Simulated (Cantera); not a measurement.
Feed: 1 mol Si, 0.016 mol O₂, 410 mol N₂, equilibrated at 0.00133 bar.

Method: chemical equilibrium by Gibbs-energy minimisation in Cantera with the NASA 1993 tables (ideal gas, pure condensed phases). Candidate condensed phases: Si, SiO₂, Si₂N₂O, Si₃N₄; 16 gas species. The tables' values for SiN are old estimates; treat these amounts as uncertain. Rates play no part.

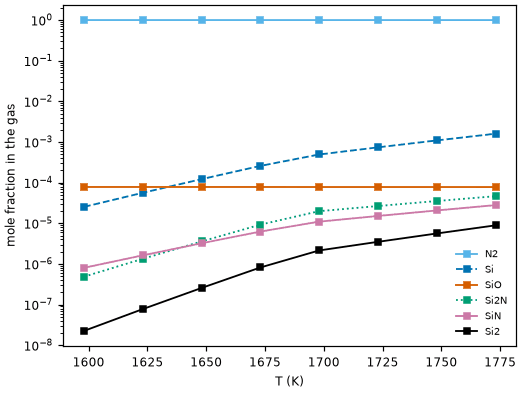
Figure. Equilibrium gas composition (values under 1e-9 drawn at 1e-9)

### Question
Read off the mole fractions at 1723 K.

### Answer
N₂ about 1.00, Si about 0.00074, SiO about 7.8e-5, Si₂N about 2.7e-5, SiN about 1.5e-5, Si₂ about 3.5e-6.
